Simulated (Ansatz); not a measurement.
## Molecular dynamics of CH₈InN (part 1 of 2)

The run: molecular dynamics of CH₈InN, SMILES C[NH2+][InH3-]. Method and program: UKS PBE/def2-SVP (Ansatz 0.2.0).

The geometry comes from this level: PBE0-D4/def2-TZVP. Figures and captions count atoms from 1; the log counts them from 0 in places.

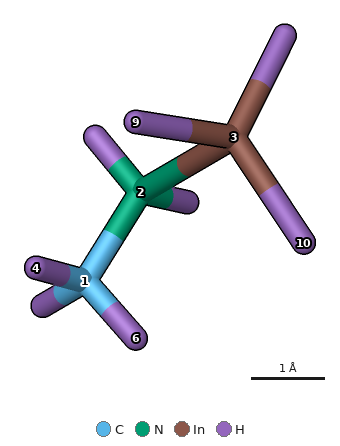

Figure 1. The starting structure (stick view, seen at a tilt; atoms are numbered from 1 in the order of the input). Sticks mark near contacts. Bond lengths as drawn: C–H 1.09 Å, C–N 1.47 Å, H–In 1.74 Å, H–N 1.01 Å and In–N 2.38 Å.

**The input**
```yaml
crystal:
  periodic: [false, false, false]
  atoms:
    - {symbol: C, position_ang: [1.209241, -0.837465, 0.121088]}
    - {symbol: N, position_ang: [0.501590, 0.399661, 0.460862]}
    - {symbol: In, position_ang: [-1.666936, 0.538544, -0.500124]}
    - {symbol: H, position_ang: [1.303452, -0.904568, -0.962810]}
    - {symbol: H, position_ang: [2.204811, -0.896053, 0.570065]}
    - {symbol: H, position_ang: [0.616482, -1.688028, 0.457910]}
    - {symbol: H, position_ang: [1.026965, 1.209247, 0.150656]}
    - {symbol: H, position_ang: [0.397444, 0.488276, 1.465357]}
    - {symbol: H, position_ang: [-1.139207, 0.439633, -2.153024]}
    - {symbol: H, position_ang: [-2.290862, -0.895686, 0.257603]}
    - {symbol: H, position_ang: [-2.097479, 2.089439, 0.153117]}
basis:
  gaussian: {orbitals: def2-SVP}
magnetization: {spin_polarized: true, initial_magnetization: 0}
hamiltonian: {xc: {name: PBE}}
md: {timestep: 1 fs, n_steps: 30, ensemble: nvt_nose_hoover, temperature: 1000, initial_velocities: maxwell_boltzmann, seed: 115}
```

Machine: 4 threads of Arm Neoverse V1, 23 GiB of memory available, shared host.

Launched with:
```bash
ansatz run in.yaml --threads 4 --pin off --events-out ev --progress --plain --max-ram 10444MiB
```

**What the program printed**
```
Functional definition: PBE
  name "PBE"
  cite "Perdew, Burke & Ernzerhof, Phys. Rev. Lett. 77, 3865 (1996) doi:10.1103/PhysRevLett.77.3865"
  parent pbe
  parameter kappa = 0.804
  parameter beta = 0.06672455060314922
  exchange = pbe_x(kappa = kappa, mu = beta*pi^2/3)
  correlation = pbe_c(beta = beta)
1110 factors; their error is unknown
mean field evaluation 1: about -7817.3452 eV, gradient 4.0e1 eV
mean field evaluation 2: about -7802.2145 eV, gradient 6.8e1 eV
mean field evaluation 4: about -7824.7730 eV, gradient 4.1e0 eV
mean field evaluation 8: about -7824.8457 eV, gradient 5.4e-2 eV
mean field evaluation 16: about -7824.8094 eV, gradient 4.8e-5 eV
mean field -7824.80939682 eV, -287.5564414869 hartree, gradient 4.8e-5 eV, S^2 0.000000; 0 other end points of the search recorded, 0 dependent functions left out
the calculation of the forces begins
reference -7824.80944816 eV, -287.5564433736 hartree; 21, 21 occupied and 73, 73 virtual orbitals, 1110 factors
md step     0: t =     0.00 fs  T =  1000.0 K  F+E_penalty+E_count = -7824.80939682 eV  E_kin = 1.163340 eV  conserved = -7823.64605683 eV  (27 SCF iters)
these checks for a lower state are left out or cut short: starts, cluster_reference, orbital_swaps, neighbouring_geometries, increment
1110 factors; their error is unknown
mean field -7824.63357448 eV, -287.5499801350 hartree, gradient 1.3e-5 eV, S^2 0.000000; 0 other end points of the search recorded, 0 dependent functions left out
the calculation of the forces begins
reference -7824.63362578 eV, -287.5499820203 hartree; 21, 21 occupied and 73, 73 virtual orbitals, 1110 factors
md step     1: t =     1.00 fs  T =   862.8 K  F+E_penalty+E_count = -7824.63357448 eV  E_kin = 1.003761 eV  conserved = -7823.62981732 eV  (30 SCF iters)
[... from here on the SCF iterations and repeated set-up lines of each step are left out, up to the last step ...]
md step     2: t =     2.00 fs  T =   619.4 K  F+E_penalty+E_count = -7824.32636437 eV  E_kin = 0.720543 eV  conserved = -7823.60585221 eV  (30 SCF iters)
md step     3: t =     3.00 fs  T =   526.7 K  F+E_penalty+E_count = -7824.22293706 eV  E_kin = 0.612763 eV  conserved = -7823.61027355 eV  (30 SCF iters)
md step     4: t =     4.00 fs  T =   563.9 K  F+E_penalty+E_count = -7824.27974416 eV  E_kin = 0.655950 eV  conserved = -7823.62401937 eV  (30 SCF iters)
md step     5: t =     5.00 fs  T =   566.3 K  F+E_penalty+E_count = -7824.28683323 eV  E_kin = 0.658792 eV  conserved = -7823.62845462 eV  (30 SCF iters)
md step     6: t =     6.00 fs  T =   456.1 K  F+E_penalty+E_count = -7824.15561779 eV  E_kin = 0.530552 eV  conserved = -7823.62570083 eV  (31 SCF iters)
md step     7: t =     7.00 fs  T =   290.4 K  F+E_penalty+E_count = -7823.94592491 eV  E_kin = 0.337865 eV  conserved = -7823.60890314 eV  (31 SCF iters)
md step     8: t =     8.00 fs  T =   272.5 K  F+E_penalty+E_count = -7823.91455610 eV  E_kin = 0.316997 eV  conserved = -7823.59860584 eV  (30 SCF iters)
md step     9: t =     9.00 fs  T =   492.1 K  F+E_penalty+E_count = -7824.19096215 eV  E_kin = 0.572532 eV  conserved = -7823.61982128 eV  (30 SCF iters)
md step    10: t =    10.00 fs  T =   730.6 K  F+E_penalty+E_count = -7824.48379323 eV  E_kin = 0.849939 eV  conserved = -7823.63586372 eV  (30 SCF iters)
md step    11: t =    11.00 fs  T =   775.8 K  F+E_penalty+E_count = -7824.53507725 eV  E_kin = 0.902469 eV  conserved = -7823.63542954 eV  (31 SCF iters)
md step    12: t =    12.00 fs  T =   626.2 K  F+E_penalty+E_count = -7824.34744431 eV  E_kin = 0.728426 eV  conserved = -7823.62263478 eV  (30 SCF iters)
md step    13: t =    13.00 fs  T =   453.5 K  F+E_penalty+E_count = -7824.12935225 eV  E_kin = 0.527546 eV  conserved = -7823.60608152 eV  (30 SCF iters)
md step    14: t =    14.00 fs  T =   435.5 K  F+E_penalty+E_count = -7824.11434423 eV  E_kin = 0.506581 eV  conserved = -7823.61263806 eV  (30 SCF iters)
md step    15: t =    15.00 fs  T =   501.8 K  F+E_penalty+E_count = -7824.21086400 eV  E_kin = 0.583784 eV  conserved = -7823.63264932 eV  (30 SCF iters)
md step    16: t =    16.00 fs  T =   439.9 K  F+E_penalty+E_count = -7824.13825003 eV  E_kin = 0.511807 eV  conserved = -7823.63276645 eV  (29 SCF iters)
md step    17: t =    17.00 fs  T =   256.7 K  F+E_penalty+E_count = -7823.90090424 eV  E_kin = 0.298657 eV  conserved = -7823.60917198 eV  (29 SCF iters)
md step    18: t =    18.00 fs  T =   196.4 K  F+E_penalty+E_count = -7823.82417301 eV  E_kin = 0.228508 eV  conserved = -7823.60302145 eV  (30 SCF iters)
md step    19: t =    19.00 fs  T =   332.1 K  F+E_penalty+E_count = -7823.99820013 eV  E_kin = 0.386357 eV  conserved = -7823.61975675 eV  (30 SCF iters)
md step    20: t =    20.00 fs  T =   496.5 K  F+E_penalty+E_count = -7824.19323041 eV  E_kin = 0.577576 eV  conserved = -7823.62450495 eV  (30 SCF iters)
md step    21: t =    21.00 fs  T =   597.6 K  F+E_penalty+E_count = -7824.30719217 eV  E_kin = 0.695193 eV  conserved = -7823.62215095 eV  (30 SCF iters)
md step    22: t =    22.00 fs  T =   643.2 K  F+E_penalty+E_count = -7824.35909659 eV  E_kin = 0.748205 eV  conserved = -7823.62258075 eV  (30 SCF iters)
md step    23: t =    23.00 fs  T =   636.7 K  F+E_penalty+E_count = -7824.35051129 eV  E_kin = 0.740729 eV  conserved = -7823.62311455 eV  (30 SCF iters)
md step    24: t =    24.00 fs  T =   591.4 K  F+E_penalty+E_count = -7824.29140818 eV  E_kin = 0.688046 eV  conserved = -7823.61832583 eV  (30 SCF iters)
md step    25: t =    25.00 fs  T =   558.6 K  F+E_penalty+E_count = -7824.25285390 eV  E_kin = 0.649800 eV  conserved = -7823.61960379 eV  (31 SCF iters)
md step    26: t =    26.00 fs  T =   524.8 K  F+E_penalty+E_count = -7824.21943945 eV  E_kin = 0.610516 eV  conserved = -7823.62702686 eV  (30 SCF iters)
md step    27: t =    27.00 fs  T =   453.8 K  F+E_penalty+E_count = -7824.12396114 eV  E_kin = 0.527975 eV  conserved = -7823.61554897 eV  (30 SCF iters)
md step    28: t =    28.00 fs  T =   430.8 K  F+E_penalty+E_count = -7824.09642718 eV  E_kin = 0.501203 eV  conserved = -7823.61616707 eV  (31 SCF iters)
md step    29: t =    29.00 fs  T =   451.7 K  F+E_penalty+E_count = -7824.12598142 eV  E_kin = 0.525526 eV  conserved = -7823.62283546 eV  (30 SCF iters)
these checks for a lower state are left out or cut short: starts, cluster_reference, orbital_swaps, neighbouring_geometries, increment
1110 factors; their error is unknown
mean field -7824.11322016 eV, -287.5308574666 hartree, gradient 1.3e-5 eV, S^2 0.000000; 0 other end points of the search recorded, 0 dependent functions left out
the calculation of the forces begins
reference -7824.11327102 eV, -287.5308593354 hartree; 21, 21 occupied and 73, 73 virtual orbitals, 1110 factors
1110 factors; their error is unknown
mean field evaluation 256: about -7824.1524 eV, gradient 7.1e-2 eV
mean field -7824.11322016 eV, -287.5308574666 hartree, gradient 1.7e-5 eV, S^2 0.000000; 1 other end points of the search recorded, 0 dependent functions left out
the calculation of the forces begins
reference -7824.11327102 eV, -287.5308593354 hartree; 21, 21 occupied and 73, 73 virtual orbitals, 1110 factors
md step    30: t =    30.00 fs  T =   447.1 K  F+E_penalty+E_count = -7824.11322016 eV  E_kin = 0.520141 eV  conserved = -7823.61698469 eV  (29 SCF iters)
```

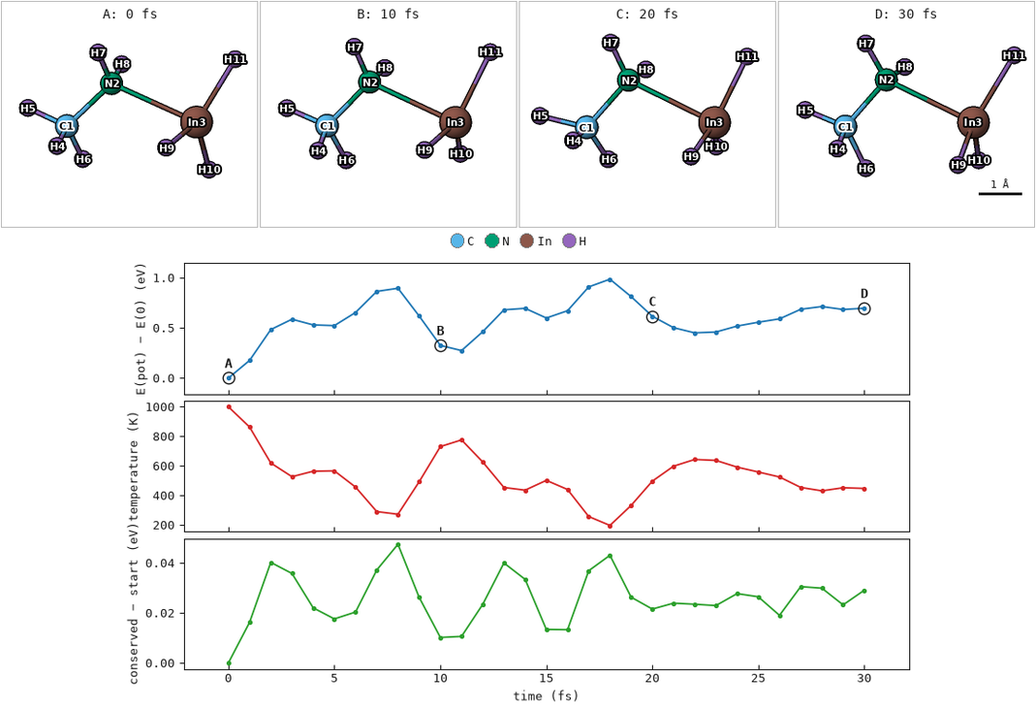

Figure 2. Frames of the molecular dynamics (ball-and-stick, seen at a tilt) above the curves, on which the letters mark them. The trajectory kept here has 31 frames over 30 fs. The temperature starts at 1000 K, ranges from 196 to 1000 K and averages 472 K over the second half. The potential energy ends 0.696 eV above its first value. The conserved quantity stays within 0.047 eV. After an unweighted best fit of the last frame on the first, the root-mean-square displacement is 0.27 Å, and H9 has moved furthest (0.44 Å).

```
Total energy: -7824.11327102 eV, -287.5308593354 hartree
Atom 0 at     1.171561    -0.821535     0.083452 Å, force     0.522009    -1.841917     0.651583 eV/Å
Atom 1 at     0.567554     0.439780     0.532046 Å, force     0.208424     0.698385    -0.352652 eV/Å
Atom 2 at    -1.667033     0.534594    -0.507203 Å, force    -0.501630     0.374554     0.528585 eV/Å
Atom 3 at     1.219959    -0.878770    -1.053447 Å, force     1.055745     0.746822     0.825456 eV/Å
Atom 4 at     2.178095    -1.032756     0.750216 Å, force    -1.978694    -0.041980    -1.996335 eV/Å
Atom 5 at     0.424430    -1.723555     0.108568 Å, force     0.865633     1.287360     1.062392 eV/Å
Atom 6 at     1.287704     1.220393     0.477836 Å, force    -1.051092    -0.837410    -0.027375 eV/Å
Atom 7 at     0.223192     0.420607     1.512812 Å, force     0.346435    -0.201415    -0.340383 eV/Å
Atom 8 at    -1.576600     0.207403    -2.256010 Å, force     0.193452     0.077079     0.315735 eV/Å
Atom 9 at    -2.069210    -0.902668     0.576361 Å, force     0.115121     0.545414    -0.388199 eV/Å
Atom 10 at    -2.122581     2.234270     0.088244 Å, force     0.224597    -0.806892    -0.278806 eV/Å
Dipole moment:     0.912716    -0.081732     0.342777 e Å
```

**Trajectory as extended XYZ (Å, eV, eV/Å), 19 of the 31 frames kept, from step=0 to step=30**
```
11
Properties=species:S:1:pos:R:3:forces:R:3 step=0 time_fs=0.0 energy=-7824.80940 temperature=1000.0
C     1.2092   -0.8375    0.1211   -0.1300   0.3279   0.1177
N     0.5016    0.3997    0.4609   -0.2230  -0.3942  -0.3229
In   -1.6669    0.5385   -0.5001   -0.1298   0.0296  -0.0463
H     1.3035   -0.9046   -0.9628    0.0624  -0.0792  -0.5719
H     2.2048   -0.8961    0.5701    0.5429  -0.0715   0.2225
H     0.6165   -1.6880    0.4579   -0.2884  -0.4787   0.1554
H     1.0270    1.2092    0.1507    0.3136   0.5557  -0.1691
H     0.3974    0.4883    1.4654   -0.0777   0.1072   0.6460
H    -1.1392    0.4396   -2.1530    0.0629  -0.0130  -0.2052
H    -2.2909   -0.8957    0.2576   -0.0795  -0.1775   0.0919
H    -2.0975    2.0894    0.1531   -0.0535   0.1936   0.0818
11
Properties=species:S:1:pos:R:3:forces:R:3 step=2 time_fs=2.0 energy=-7824.32636 temperature=619.4
C     1.2114   -0.8296    0.1189   -2.4918   1.2122  -1.1199
N     0.5067    0.3938    0.4644    0.5642   2.5081   0.6331
In   -1.6673    0.5375   -0.5019   -0.0683   0.3930   0.1013
H     1.2267   -0.9681   -0.9450    0.6285   0.3329  -1.3135
H     2.1071   -0.8734    0.5924    3.6974  -0.4724   1.4008
H     0.6172   -1.6557    0.3772   -1.2569  -1.7012   1.1015
H     1.0925    1.2795    0.1602   -1.3133  -1.9134   0.8201
H     0.3560    0.4712    1.5215    0.3370  -0.0052  -1.4837
H    -1.1161    0.4396   -2.2063   -0.1830   0.0056   0.3572
H    -2.2379   -0.9000    0.3783    0.0009   0.1300  -0.1926
H    -2.0810    2.1514    0.2356    0.0853  -0.4895  -0.3044
11
Properties=species:S:1:pos:R:3:forces:R:3 step=3 time_fs=3.0 energy=-7824.22294 temperature=526.7
C     1.2099   -0.8243    0.1167   -2.1444   0.5684  -1.0099
N     0.5098    0.3932    0.4667    0.5026   2.9052   0.8082
In   -1.6675    0.5371   -0.5027   -0.0356   0.4807   0.2015
H     1.1961   -0.9961   -0.9542    0.8357   0.5608  -0.9721
H     2.1056   -0.8680    0.6215    3.0382  -0.5666   0.9470
H     0.6010   -1.6622    0.3509   -1.0031  -1.3163   1.1742
H     1.1092    1.2913    0.1751   -1.5082  -2.1756   0.8778
H     0.3392    0.4628    1.5323    0.4393  -0.0188  -1.8027
H    -1.1067    0.4396   -2.2291   -0.2739   0.0079   0.5610
H    -2.2115   -0.9010    0.4365    0.0300   0.2643  -0.3365
H    -2.0719    2.1768    0.2734    0.1194  -0.7100  -0.4487
11
Properties=species:S:1:pos:R:3:forces:R:3 step=5 time_fs=5.0 energy=-7824.28683 temperature=566.3
C     1.2025   -0.8132    0.1104   -0.2006  -1.7599   0.1849
N     0.5168    0.3977    0.4728   -0.1184   1.8533   0.2493
In   -1.6678    0.5363   -0.5044    0.0194   0.5413   0.4160
H     1.1602   -1.0339   -0.9947    1.0473   0.9515   0.2858
H     2.1732   -0.8735    0.6967   -0.3372  -0.5028  -1.0904
H     0.5459   -1.7047    0.3309    0.3106   0.4455   0.8539
H     1.1007    1.2551    0.2289   -0.7980  -1.0301   0.3815
H     0.3181    0.4455    1.5042    0.2793  -0.0078  -0.8579
H    -1.0963    0.4398   -2.2571   -0.3851   0.0020   0.7903
H    -2.1578   -0.8944    0.5422    0.0476   0.4413  -0.5783
H    -2.0499    2.2058    0.3350    0.1351  -0.9343  -0.6351
```
